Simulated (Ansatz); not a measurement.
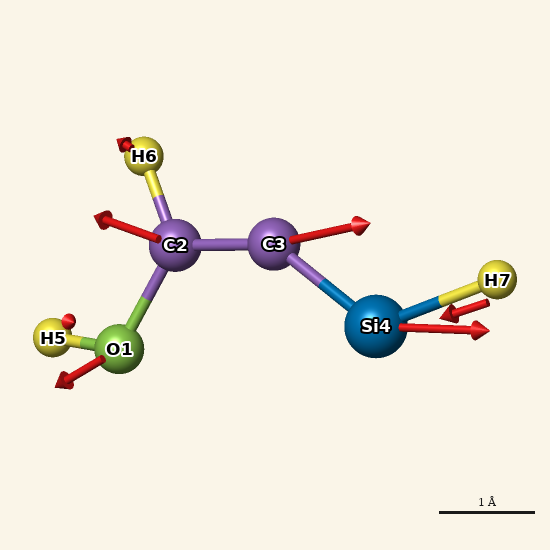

Arrows show the forces on the atoms, 0.5 Å of arrow for 1 eV/Å; forces under a tenth of the largest aren't drawn. State: charge +1, singlet. Level of theory: ωB97M-V/def2-TZVPP (Ansatz 0.2.0).

Question: Along which bond is the force strongest?

Answer: C2–C3, now 1.300 Å: the forces push its atoms apart, so a first step downhill lengthens it.

List the force components in the frame of the picture (x right, y up, z towards the viewer), in eV/Å.

| atom | Fx | Fy | Fz |
| --- | --- | --- | --- |
| O1 | −1.03 | −0.61 | −0.77 |
| C2 | −1.39 | 0.50 | −1.34 |
| C3 | 1.68 | 0.37 | 1.41 |
| Si4 | 1.90 | −0.07 | 1.10 |
| H5 | 0.20 | −0.04 | 0.35 |
| H6 | −0.32 | 0.20 | −0.26 |
| H7 | −1.04 | −0.34 | −0.49 |
